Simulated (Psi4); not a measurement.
## Geometry relaxation, with input and output: InCl (part 4 of 4)

Continued. System: InCl, SMILES [Cl][In]. Method: MN15/def2-TZVPD, RKS, core potentials def2 (Psi4 1.11). The geometry comes from this level: PBE0-D4/def2-TZVP. The settings are looser than a standard set-up, so the numbers are not reference values.

Geometry of the input (Å):
```
Cl 0.0000  -0.0000  -0.0139
In -0.0000  0.0000  2.3996
```

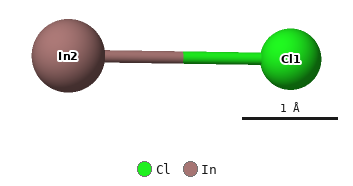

The geometry at step 3 of the log (ball-and-stick view, seen on its broad side; atoms are numbered from 1 in the order of the input).

The program's output, continued
```
                        Total Energy        Delta E     RMS |[F,P]|

   @RKS iter   0:  -649.81759763796504   -6.49818e+02   4.98432e-07
   @RKS iter   1:  -649.81758750799497    1.01300e-05   6.69641e-08 DIIS
   @RKS iter   2:  -649.81758750799293    2.04636e-12   8.09543e-08 DIIS
   @RKS iter   3:  -649.81758750802544   -3.25144e-11   7.52349e-09 DIIS
  Energy and wave function converged.

  ==> Post-Iterations <==

   Electrons on quadrature grid:
      Ntotal   =   38.0212634766 ; deviation = 2.126e-02

    Orbital Energies [Eh]
    ---------------------

    Doubly Occupied:

       1A   -100.468941     2A     -9.382607     3A     -7.250389
       4A     -7.250389     5A     -7.250067     6A     -4.446384
       7A     -3.000047     8A     -3.000047     9A     -2.992192
      10A     -0.873582    11A     -0.861376    12A     -0.861355
      13A     -0.856118    14A     -0.856118    15A     -0.799781
      16A     -0.428295    17A     -0.337268    18A     -0.337268
      19A     -0.291035

    Virtual:

      20A     -0.052787    21A     -0.052787    22A      0.016199
      23A      0.046277    24A      0.086640    25A      0.088460
      26A      0.094202    27A      0.100795    28A      0.100795
      29A      0.111826    30A      0.111826    31A      0.126185
      32A      0.150484    33A      0.160007    34A      0.160007
      35A      0.221273    36A      0.224008    37A      0.225797
      38A      0.247768    39A      0.247768    40A      0.267743
      41A      0.274023    42A      0.276653    43A      0.332464
      44A      0.352295    45A      0.352295    46A      0.361927
      47A      0.533828    48A      0.533828    49A      0.555103
      50A      0.589242    51A      0.589242    52A      0.665678
      53A      0.665678    54A      0.669408    55A      0.671427
      56A      0.697378    57A      0.715288    58A      0.715288
      59A      0.746030    60A      0.746480    61A      0.813366
      62A      0.912098    63A      0.912098    64A      0.976226
      65A      1.045366    66A      1.046604    67A      1.056882
      68A      1.059019    69A      1.059019    70A      1.331695
      71A      1.923875    72A      1.924243    73A      1.978099
      74A      1.994337    75A      1.994337    76A      2.051915
      77A      2.054721    78A      2.086594    79A      2.086594
      80A      2.117598    81A      2.117598    82A      2.126157
      83A      2.126157    84A      2.204462    85A      2.207849
      86A      2.209963    87A      2.313235    88A      2.313235
      89A      2.350291    90A      2.350291    91A      2.429382
      92A      2.591327    93A      3.038137    94A     10.601006
      95A     10.601006    96A     10.830043    97A     24.482781
      98A     36.878579    99A     38.609482   100A     38.609482
     101A     38.817688   102A    125.091407

    Final Occupation by Irrep:
              A
    DOCC [    19 ]
    NA   [    19 ]
    NB   [    19 ]

  @RKS Final Energy:  -649.81758750802544

   => Energetics <=

    Nuclear Repulsion Energy =             80.0058668933570942
    One-Electron Energy =               -1129.4878104973977315
    Two-Electron Energy =                 424.9365242945467571
    DFT Exchange-Correlation Energy =     -25.2721681985314142
    Empirical Dispersion Energy =           0.0000000000000000
    VV10 Nonlocal Energy =                  0.0000000000000000
    Total Energy =                       -649.8175875080253263

Computation Completed

Properties will be evaluated at   0.000000,   0.000000,   0.000000 [a0]

Properties computed using the SCF density matrix

 Multipole Moments:

 ------------------------------------------------------------------------------------
     Multipole            Electronic (a.u.)      Nuclear  (a.u.)        Total (a.u.)
 ------------------------------------------------------------------------------------

 L = 1.  Multiply by 2.5417464519 to convert [e a0] to [Debye]
 Dipole X            :          0.0000000            0.0000000            0.0000000
 Dipole Y            :          0.0000000            0.0000000            0.0000000
 Dipole Z            :         37.5199176          -36.2939805            1.2259372
 Magnitude           :                                                    1.2259372

 ------------------------------------------------------------------------------------

	total time  =          3 seconds =       0.05 minutes

         ------------------------------------------------------------
                                   SCF GRAD
         ------------------------------------------------------------

  ==> Geometry <==

    Molecular point group: c1
    Full point group: C_inf_v

    Geometry (in Angstrom), charge = 0, multiplicity = 1:

       Center              X                  Y                   Z               Mass
    ------------   -----------------  -----------------  -----------------  -----------------
         CL           0.000000000000     0.000000000000    -1.810337636423    34.968852682000
         IN           0.000000000000     0.000000000000     0.550942498958   114.903878776000

  Nuclear repulsion =   80.005866893357094

   => Molecular Quadrature <=

    Radial Scheme          =       TREUTLER
    Pruning Scheme         =           NONE
    Nuclear Scheme         =       TREUTLER

    Blocking Scheme        =         OCTREE
    BS radius alpha        =              1
    Pruning alpha          =              1
    Radial Points          =             15
    Spherical Points       =             26
    Total Points           =            769
    Total Blocks           =             11
    Max Points             =            100
    Max Functions          =            102
    Weights Tolerance      =       1.00E-15

  -Total Gradient:
     Atom            X                  Y                   Z
    ------   -----------------  -----------------  -----------------
       1       -0.000000000017    -0.000000000000     0.033221064322
       2        0.000000000049     0.000000000000     0.033218036452

	total time  =         13 seconds =       0.22 minutes

    			-----------------------------------------

    			 OPTKING 3.0: for geometry optimizations

    			        with contributions from

    			-----------------------------------------

	                            ===> Fragment 1 <==

	 Z (Atomic Numbers)          Masses                          Geom
	      17.000000            34.968853          0.00000000  0.00000000 -3.42104233
	      49.000000            114.903879         0.00000000  0.00000000  1.04113043

	 - Coordinate -           - BOHR/RAD -       - ANG/DEG -
	 R(1,2)           =         4.462173           2.361280

	        --- Internal Coordinate Step in ANG or DEG, aJ/ANG or AJ/DEG ---
	-------------------------------------------------------------------------------
	           Coordinate      Previous         Force          Change          New
	           ----------      --------        ------          ------        ------
	               R(1,2)       2.36128        0.00001        0.00001       2.36129
	-------------------------------------------------------------------------------

	                                 ==> Convergence Check <==

	Measures of convergence in internal coordinates in au.

	Criteria marked as inactive (o), active & met (*), and active & unmet ( ).

	----------------------------------------------------------------------------------------------
	   Step    Total Energy     Delta E     Max Force     RMS Force      Max Disp      RMS Disp
	----------------------------------------------------------------------------------------------
	  Convergence Criteria              o    1.50e-05 *    1.00e-05 *    6.00e-05 *    4.00e-05 *
	----------------------------------------------------------------------------------------------
	     6    -649.81758751   -1.34e-07 o    1.51e-06 *    1.51e-06 *    1.28e-05 *    1.28e-05 *  ~
	----------------------------------------------------------------------------------------------

Next Geometry in Ang
	Fragment 1 (Ang)

	   Cl   0.0000000000   0.0000000000  -1.8103410345
	   In   0.0000000000   0.0000000000   0.5509458971

    Final optimized geometry and variables:
    Molecular point group: c1
    Full point group: C_inf_v

    Geometry (in Angstrom), charge = 0, multiplicity = 1:

    CL           0.000000000000     0.000000000000    -1.810337636423
    IN           0.000000000000     0.000000000000     0.550942498958

    Psi4 run time: 0:01:44.21

[set-up sections that repeat, and orbital energies of the middle runs, are left out above]
```

Standard output
```
Optimizer: Optimization complete!
```

Trajectory as extended XYZ (Å, eV, eV/Å), 6 frames, from step=0 to step=5
```
2
Properties=species:S:1:pos:R:3:forces:R:3 step=0 energy=-17682.40992
Cl    0.0000    0.0000   -0.0139    0.0000   0.0000  -0.6623
In    0.0000    0.0000    2.3996    0.0000   0.0000  -1.8589
2
Properties=species:S:1:pos:R:3:forces:R:3 step=1 energy=-17682.43758
Cl    0.0000    0.0000    0.0278    0.0000   0.0000  -1.7611
In    0.0000    0.0000    2.3869    0.0000   0.0000  -1.6995
2
Properties=species:S:1:pos:R:3:forces:R:3 step=2 energy=-17682.43730
Cl    0.0000    0.0000    0.0258    0.0000   0.0000  -1.6968
In    0.0000    0.0000    2.3875    0.0000   0.0000  -1.7101
2
Properties=species:S:1:pos:R:3:forces:R:3 step=3 energy=-17682.43738
Cl    0.0000    0.0000    0.0262    0.0000   0.0000  -1.7108
In    0.0000    0.0000    2.3874    0.0000   0.0000  -1.7077
2
Properties=species:S:1:pos:R:3:forces:R:3 step=4 energy=-17682.43736
Cl    0.0000    0.0000    0.0261    0.0000   0.0000  -1.7076
In    0.0000    0.0000    2.3874    0.0000   0.0000  -1.7083
2
Properties=species:S:1:pos:R:3:forces:R:3 step=5 energy=-17682.43736
Cl    0.0000    0.0000    0.0261    0.0000   0.0000  -1.7083
In    0.0000    0.0000    2.3874    0.0000   0.0000  -1.7081
```

Key numbers

- outcome: converged
- total energy: −649.817588 hartree
- basis functions: 102
- HOMO: −7.92 eV
- LUMO: −1.44 eV
- dipole moment: 3.12 D
- hardware: 1 thread of Intel Xeon @ 2.70GHz, 189 GiB of memory available, shared host
- wall time: 1.8 min
- peak memory: 0.48 GiB

Remarks

These settings are looser than, or depart from, a standard set-up, so the numbers are not reference values for this system.
